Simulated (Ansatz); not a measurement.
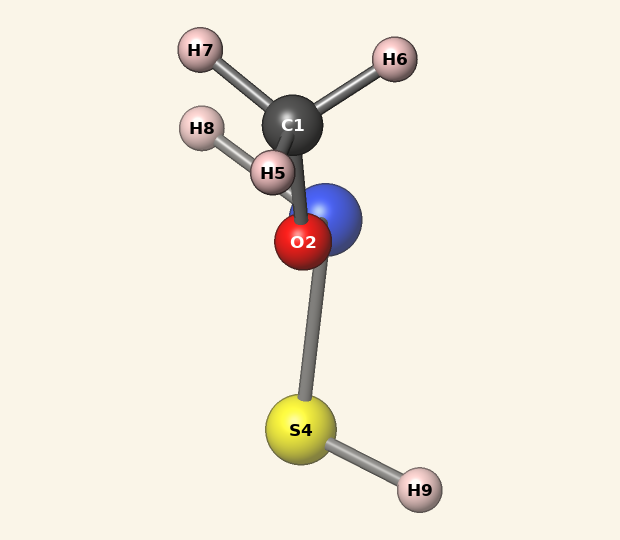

Si3 lies behind O2. The molecule seen nearly along the O2–Si3 bond, O2 in front. Atoms fade into the background with distance from the viewer. State: neutral, doublet. The computed structure is the end point of a PBE-D4/def2-SVP optimisation. No frequency run is at hand to confirm it as a minimum.

What is the torsion angle C1–O2–Si3–S4? The sign is positive where the front bond must turn clockwise to cover the back bond.

Answer. −171°, antiperiplanar (anti).
